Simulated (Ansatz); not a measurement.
# WC (Fm-3m): all-electron equation of state

Where is the equilibrium volume of WC (Fm-3m) with all electrons, and how stiff is it? The task is an all-electron equation of state, for WC (Fm-3m).

Computed with Ansatz 0.2.0, driven from Python. Level of theory: DFT PBEsol, all-electron LAPW.

### 1 Starting point

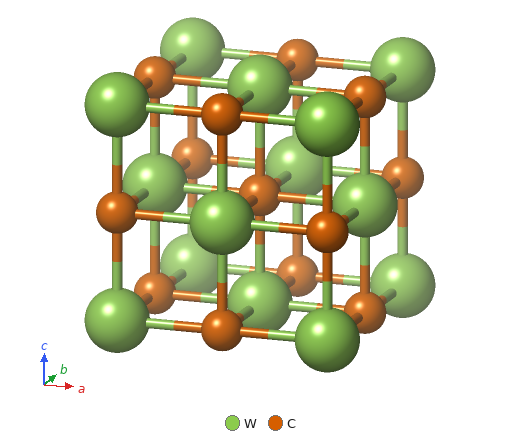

The structure that the script starts from, seen slightly off an axis (tungsten green, carbon orange). The cell is the conventional one. Atoms on cell faces are repeated.

The script holds or builds the structure itself.

### 2 The code

run_eos_lapw.py reads:

```python
'''All-electron equation of state of WC.'''

import ansatz as az
from ase.eos import EquationOfState
from ase.units import GPa
import numpy as np

vectors0 = np.array([
    [0.0, 2.19268, 2.19268],
    [2.19268, 0.0, 2.19268],
    [2.19268, 2.19268, 0.0],
])
sites = [
    ('W', (0.0, 0.0, 0.0)),
    ('C', (0.5, 0.5, 0.5)),
]


def on_lattice(cell):
    crystal = az.Crystal(lattice=az.Lattice.of(cell))
    for symbol, position in sites:
        crystal = crystal.atom(symbol, position)
    return crystal


def main() -> None:
    volumes, energies = [], []
    for scale in np.linspace(0.94, 1.06, 5):
        cell = vectors0 * scale ** (1 / 3)
        job = (
            on_lattice(cell).calculation()
            .functional('PBEsol')
            .occupations('fermi_dirac', width=0.1)
            .kpoints(11, 11, 11)
            .pseudopotentials('all_electron', lapw=True, basis_error=0.0005)
        )
        report = job.run(threads=1).report
        volumes.append(abs(np.linalg.det(cell)) / len(sites))
        energies.append(report['free_energy_ev'] / len(sites))
        print(f'{scale:.3f} {volumes[-1]:9.4f} A^3/atom {energies[-1]:16.5f} eV/atom  (estimated basis error {1000 * report["lapw_basis_errors"]["total_ev_per_atom"]:.2f} meV/atom)')
    v0, e0, bulk = EquationOfState(volumes, energies, eos='birchmurnaghan').fit()
    print(f'V0 = {v0:.4f} A^3/atom, B0 = {bulk / GPa:.1f} GPa')


if __name__ == '__main__':
    main()
```

### 3 What the engine is handed

The package turns the script's settings into the engine's input (first run):

```yaml
crystal:
  lattice:
    - [0.0, 2.1479188688584374, 2.1479188688584374]
    - [2.1479188688584374, 0.0, 2.1479188688584374]
    - [2.1479188688584374, 2.1479188688584374, 0.0]
  atoms:
    - { symbol: W, position: [0.0, 0.0, 0.0] }
    - { symbol: C, position: [0.5, 0.5, 0.5] }
kpoints:
  mp_grid:
    grid: [11, 11, 11]
hamiltonian:
  xc: pbesol
  pseudopotentials:
    kind: all_electron
    lapw:
      basis_error: 0.0005
scf:
  occupations:
    method: fermi_dirac
    width: 0.1
```

### 4 Running it

Started as:

```sh
$ python run_eos_lapw.py
```

Standard output:

```text
0.940    9.9095 A^3/atom    -220053.07529 eV/atom  (estimated basis error 0.18 meV/atom)
0.970   10.2258 A^3/atom    -220053.09084 eV/atom  (estimated basis error 0.18 meV/atom)
1.000   10.5421 A^3/atom    -220053.08230 eV/atom  (estimated basis error 0.18 meV/atom)
1.030   10.8583 A^3/atom    -220053.05329 eV/atom  (estimated basis error 0.18 meV/atom)
1.060   11.1746 A^3/atom    -220053.00692 eV/atom  (estimated basis error 0.18 meV/atom)
V0 = 10.2640 A^3/atom, B0 = 388.6 GPa
```

Run time: 80 s. Hardware: 1 thread of Arm Neoverse V1, shared host; peak memory 0.45 GiB.

### 5 What changed from run to run

The engine's inputs for some of the other runs:

Run 2, against run 1:

```diff
@@ -3,3 +3,3 @@
-    - [0.0, 2.1479188688584374, 2.1479188688584374]
-    - [2.1479188688584374, 0.0, 2.1479188688584374]
-    - [2.1479188688584374, 2.1479188688584374, 0.0]
+    - [0.0, 2.1705302027975812, 2.1705302027975812]
+    - [2.1705302027975812, 0.0, 2.1705302027975812]
+    - [2.1705302027975812, 2.1705302027975812, 0.0]
```

Run 4, against run 1:

```diff
@@ -3,3 +3,3 @@
-    - [0.0, 2.1479188688584374, 2.1479188688584374]
-    - [2.1479188688584374, 0.0, 2.1479188688584374]
-    - [2.1479188688584374, 2.1479188688584374, 0.0]
+    - [0.0, 2.2143911149486684, 2.2143911149486684]
+    - [2.2143911149486684, 0.0, 2.2143911149486684]
+    - [2.2143911149486684, 2.2143911149486684, 0.0]
```

Run 5, against run 1:

```diff
@@ -3,3 +3,3 @@
-    - [0.0, 2.1479188688584374, 2.1479188688584374]
-    - [2.1479188688584374, 0.0, 2.1479188688584374]
-    - [2.1479188688584374, 2.1479188688584374, 0.0]
+    - [0.0, 2.2356846434687454, 2.2356846434687454]
+    - [2.2356846434687454, 0.0, 2.2356846434687454]
+    - [2.2356846434687454, 2.2356846434687454, 0.0]
```

### 6 The engine's runs

One row for each of the 5 runs:

| run | volume (Å³/atom) | energy from run 2 (meV/atom) | SCF cycles | CPU time (s) |
| --- | --- | --- | --- | --- |
| 1 | 9.910 | 15.55 | 10 | 16 |
| 2 | 10.226 | 0.00 | 10 | 16 |
| 3 | 10.542 | 8.54 | 10 | 16 |
| 4 | 10.858 | 37.54 | 10 | 16 |
| 5 | 11.175 | 83.92 | 10 | 16 |

Energies are free energies F = E - TS of the smeared occupations. 

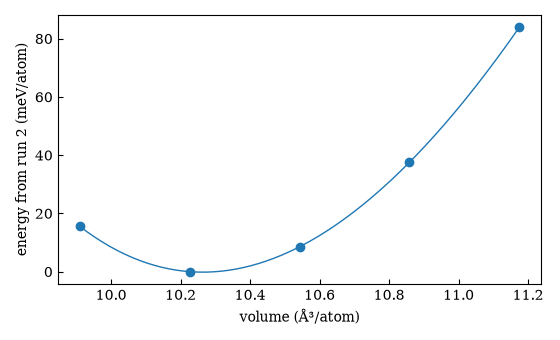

Energy against volume; the line is a third-order Birch-Murnaghan fit.

### 7 Outcome

```
                      quantity           value
                 runs compared               5
               range of energy  83.92 meV/atom
lowest point, volume (Å³/atom)          10.226
      equilibrium volume (fit)   10.26 Å³/atom
            bulk modulus (fit)         388 GPa
```

In words: A third-order Birch-Murnaghan fit through the 5 points has its minimum at 10.26 Å³ an atom, 2.6 % below the typed cell, with a bulk modulus of 388 GPa and dB/dP = 4.3. From that minimum the energy rises by 15.7 meV an atom on the compressed side and 84.1 meV on the expanded side. Notes:
- All-electron totals depend on functional, relativistic treatment and basis; only differences at equal settings carry meaning.
- For a metal this k-point mesh is coarse: on a finer one energies can move by several to tens of meV an atom and pressures by half a GPa or more, differences at one mesh by less.
- Spin-orbit coupling, which matters for elements this heavy, is left out.
- This cell is a computed structure, which may not be the phase found in nature.
